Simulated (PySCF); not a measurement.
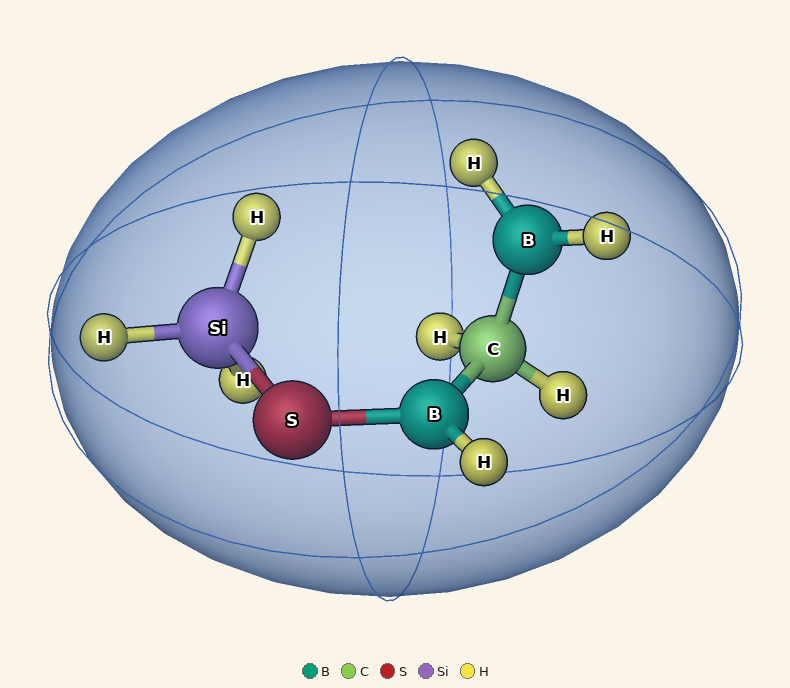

The ellipsoid shows the static dipole polarisability: its half-axes are proportional to the principal values. Computed geometry: GFN2-xTB optimisation. No frequency run is at hand to confirm it as a minimum. Computed with CAM-B3LYP/def2-SVPD (PySCF 2.14.0).

Question: Give the principal values, the mean and the anisotropy.

Answer: Principal values 72.3, 85.2, 104.9 bohr³; mean 87.5 bohr³ (12.96 Å³); anisotropy 28.4 bohr³, so the longest axis is 1.45 times the shortest.

The geometry is semi-empirical. Around B, Si such bond lengths and angles can be off by a tenth of an ångström or more and by several degrees, and values that hang on the shape move with them.
